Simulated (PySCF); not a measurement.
## A study: C₈H₁₂, SMILES `C=C(C)[C@@]12CC[CH]1C2`

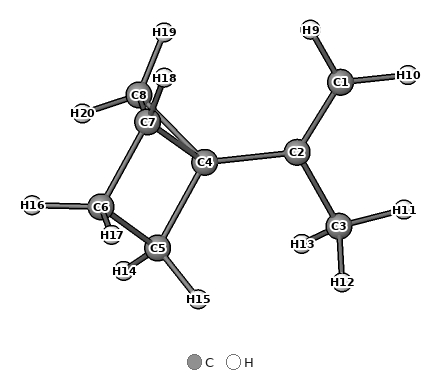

The molecule, with its atoms numbered as below. No frequency check shows the geometry to be a minimum.

Coordinates in Å:

```
C1       1.9156    1.2029    0.4561
C2       1.3144    0.0842    0.0706
C3       2.0712   -1.1895   -0.1671
C4      -0.1369    0.0118   -0.1638
C5      -0.9930   -1.2505   -0.0532
C6      -2.1401   -0.4038    0.5370
C7      -1.2799    0.8424    0.3952
C8      -0.8776    0.9989   -1.0327
H9       1.3677    2.1119    0.6362
H10      2.9803    1.2502    0.6062
H11      3.1426   -1.0123   -0.1291
H12      1.8166   -1.9297    0.5907
H13      1.8129   -1.6063   -1.1394
H14     -1.2079   -1.7498   -0.9982
H15     -0.6023   -1.9793    0.6529
H16     -3.0672   -0.3925   -0.0370
H17     -2.3652   -0.6568    1.5705
H18     -1.2539    1.6558    1.1012
H19     -0.3380    1.8977   -1.2907
H20     -1.5275    0.6327   -1.8152
```

### 1. Bonding charge

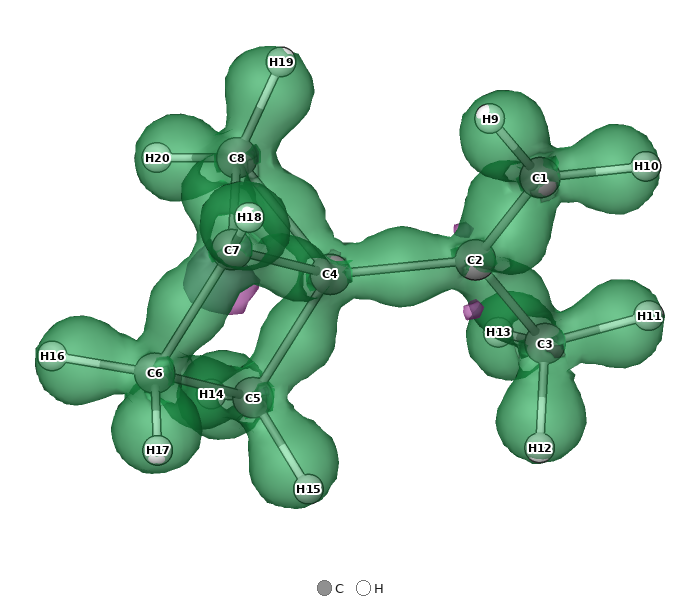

Deformation density (molecule less spherical, spin-averaged free atoms at the same positions), surfaces at ±0.19 e/Å³; green: gain, purple: loss.

Method: HF/def2-SVP; geometry: GFN2-xTB; program: PySCF.

> How much density has each bond gained at its critical point, relative to the free atoms?

The five largest and four smallest: C1–C2: +0.82 e/Å³ at the bond critical point (bond length 1.33 Å, Mayer order 2.0). C8–H19: +0.71 e/Å³ at the bond critical point (bond length 1.08 Å, Mayer order 1.0). C7–H18: +0.71 e/Å³ at the bond critical point (bond length 1.08 Å, Mayer order 1.0). C1–H10: +0.70 e/Å³ at the bond critical point (bond length 1.08 Å, Mayer order 1.0). C1–H9: +0.70 e/Å³ at the bond critical point (bond length 1.08 Å, Mayer order 1.0). C5–C6: +0.52 e/Å³ at the bond critical point (bond length 1.54 Å, Mayer order 1.1). C7–C8: +0.43 e/Å³ at the bond critical point (bond length 1.49 Å, Mayer order 1.0). C4–C8: +0.39 e/Å³ at the bond critical point (bond length 1.51 Å, Mayer order 0.9). C4–C7: +0.37 e/Å³ at the bond critical point (bond length 1.52 Å, Mayer order 0.9). In all, 4.5 electrons gather in the regions of gain relative to the promolecule.

> Where do the Hirshfeld charges lie?

The highest Hirshfeld charge is on H19 (+0.05 e), the lowest on C1 (−0.14 e).

### 2. Local ionisation energy

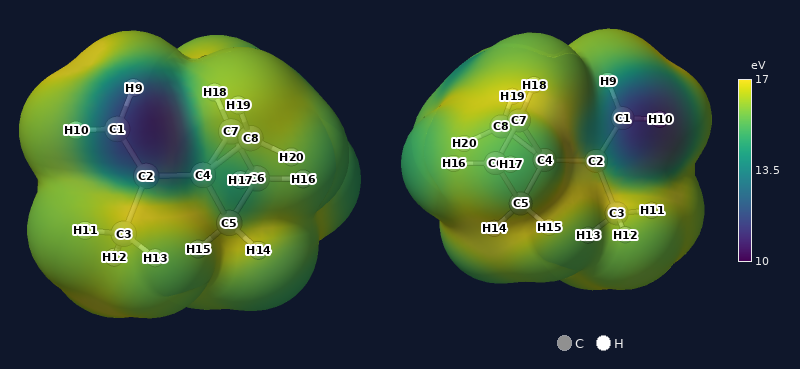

Average local ionisation energy on the surface of electron density 0.001 a.u. (back view left, front view right).

> Where are the most loosely bound electrons on this surface?

The lowest value is 10.4 eV, over C1, off the plane of its three bonds (2.1 Å). Further minima include 13.9 eV, off the C7–C8 bond (2.1 Å from its atoms); 14.8 eV, 1.4 Å from H16. For comparison, the highest occupied orbital lies at −8.8 eV.

### 3. Removing or adding an electron

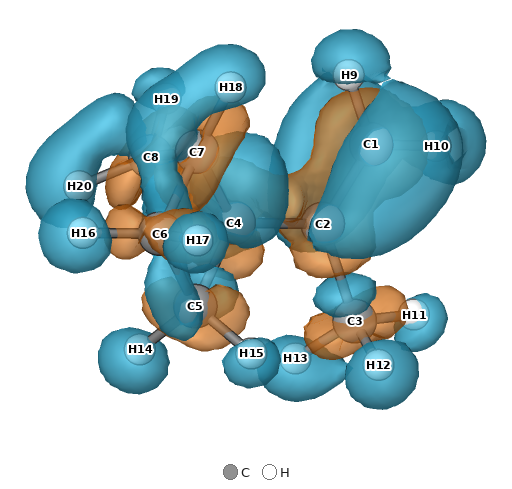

Fukui function f⁻ = ρ(N) − ρ(N−1) at fixed geometry, surfaces at ±0.015 e/Å³ (light blue positive, orange negative).

Level of theory: TPSSh/6-31+G* (PySCF), at a geometry from GFN2-xTB.

> On which atoms does the density change most on removal of an electron?

f⁻ (Hirshfeld-condensed) is largest on C1 (0.18); the vertical ionisation energy is 7.99 eV (the stability of the cation's solution wasn't checked). Condensed values hint at sites of electrophilic attack but needn't mark the atom that reacts. Orbital relaxation makes it negative in places (0.26 e in all).

```csv
atom,f⁻,charge
C1,+0.18,−0.12
C2,+0.09,−0.01
C3,+0.03,−0.08
C4,+0.05,−0.02
C5,+0.03,−0.05
C6,+0.03,−0.05
C7,+0.06,−0.04
C8,+0.06,−0.07
H9,+0.05,+0.04
H10,+0.06,+0.03
H11,+0.03,+0.04
H12,+0.04,+0.04
H13,+0.03,+0.04
H14,+0.04,+0.03
H15,+0.03,+0.04
H16,+0.04,+0.03
H17,+0.03,+0.04
H18,+0.04,+0.04
H19,+0.03,+0.05
H20,+0.05,+0.04
```

### 4. Localised orbitals

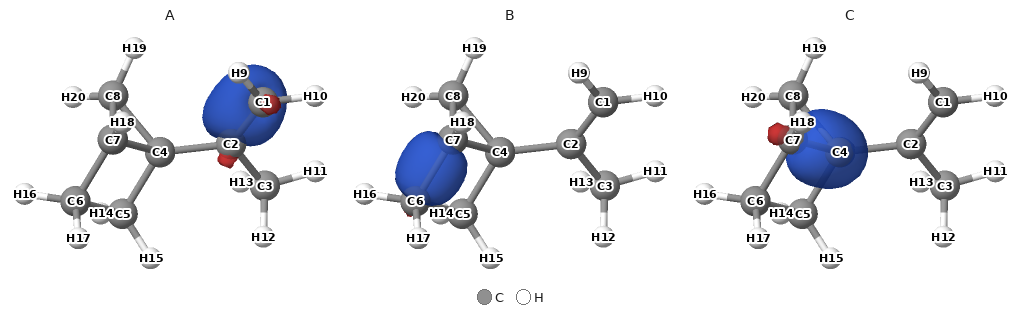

Localised orbitals, occupied; each surface holds about 70 % of the orbital's density. Energies are diagonal elements of the Fock matrix.

Level of theory: HF/def2-SVP (PySCF), at a geometry from GFN2-xTB.

> Name the orbitals, with their atomic make-up and energies.

By panel:
- A: bent (banana) bond C1–C2 (C1 52 %, C2 47 %; −16.6 eV)
- B: σ bond C7–C6 (C7 50 %, C6 49 %; −18.7 eV)
- C: bent (banana) bond C4–C7 (C4 48 %, C7 48 %; −17.8 eV)

> Which localisation scheme gives orbitals like these: Pipek–Mezey, IBO or Foster–Boys?

Foster–Boys: it mixes σ and π into equivalent bent bonds, while the other two keep them apart.

> Which has the smallest and which the largest spatial spread?

Smallest: B (0.85 Å); largest: A (0.95 Å).

> How do all the valence pairs divide up?

22 pairs: 17 σ bonds and 5 bent bonds.
